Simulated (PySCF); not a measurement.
```xyz
16

C     0.3153    1.4613    1.0287
Si   -0.1222    0.0108   -0.0973
C    -0.5040   -1.4843    0.9731
C     1.3286   -0.3216   -1.2425
N    -1.5188    0.2848   -1.1073
H    -0.5090    1.6888    1.7240
H     1.2100    1.2399    1.6340
H     0.5234    2.3739    0.4472
H     0.3512   -1.7376    1.6195
H    -0.7397   -2.3621    0.3519
H    -1.3679   -1.2936    1.6306
H     1.1257   -1.1873   -1.8917
H     1.5331    0.5464   -1.8903
H     2.2460   -0.5279   -0.6688
H    -2.4285    0.3513   -0.6620
H    -1.4520    0.9803   -1.8433
```

Geometry: PBE0-D3(BJ)/def2-SVP.

All numbers below come from PySCF 2.14.0, PBE0/pcSseg-1, SCF density, gas phase, non-relativistic.

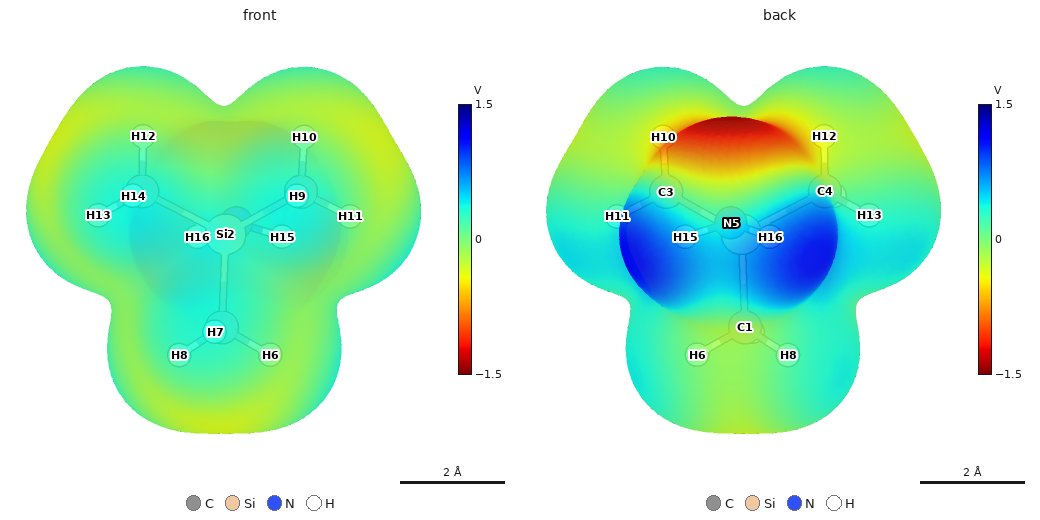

C₃H₁₁NSi (SMILES C[Si](C)(C)N). The electrostatic potential painted on the density surface at 0.001 e/bohr³, seen from the front and from behind; red is negative and blue positive.

> Where is the surface potential most negative and most positive?

The most negative region (about −1.4 V) lies over N5, the most positive (about +1.1 V) over H15 and H16. N5 is the likeliest acceptor of a hydrogen bond.

> How polar is the molecule by this calculation?

Its dipole moment is 0.93 D.
